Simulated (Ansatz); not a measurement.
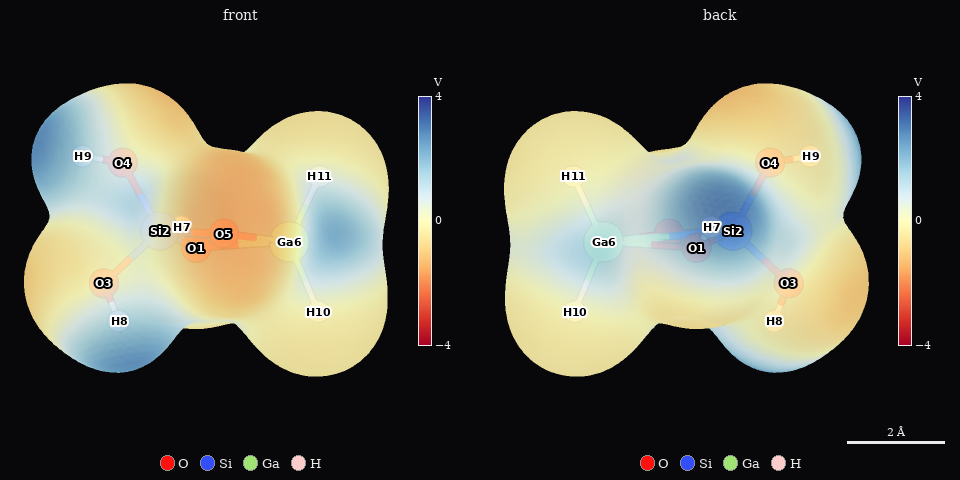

Figure 1: GaH₅O₄Si. The molecular electrostatic potential painted on the density surface at 0.002 e/bohr³, seen from the front and from behind; red is negative and blue positive.

Geometry: PBE0-D4/def2-TZVP.

Computed with Ansatz 0.2.0, RKS PBE0-D4/def2-TZVPP.

Input

```
crystal:
  periodic: [false, false, false]
  atoms:
    - {symbol: O, position_ang: [0.064309, -0.874367, -0.823072]}
    - {symbol: Si, position_ang: [-0.149418, -0.174726, 0.708079]}
    - {symbol: O, position_ang: [0.779746, -0.849549, 1.862915]}
    - {symbol: O, position_ang: [-1.688618, -0.520200, 1.104176]}
    - {symbol: O, position_ang: [0.259201, 1.310098, 0.290927]}
    - {symbol: Ga, position_ang: [0.430674, 1.165799, -1.571123]}
    - {symbol: H, position_ang: [-0.539057, -1.558541, -1.120611]}
    - {symbol: H, position_ang: [1.665309, -0.493050, 1.951292]}
    - {symbol: H, position_ang: [-1.874470, -0.673051, 2.031389]}
    - {symbol: H, position_ang: [1.913434, 1.151630, -2.057877]}
    - {symbol: H, position_ang: [-0.861130, 1.515957, -2.376095]}
basis:
  gaussian: {orbitals: def2-TZVPP}
hamiltonian: {xc: pbe0, dispersion: d4}
output: {orbitals: {seedname: orbitals}}
```

Command:

```sh
ansatz run in.yaml --threads 2 --pin off --events-out ev --progress --plain --max-ram 32768MiB --backend cuda --devices 0, --max-vram 18GiB
```

Which sites attract a positive test charge, and which a negative one?

A positive charge is drawn to the negative regions and a negative charge to the positive ones. The most negative region (about −1.6 V) lies over O5, the most positive (about +3.1 V) over H7. O5 is the likeliest acceptor of a hydrogen bond.
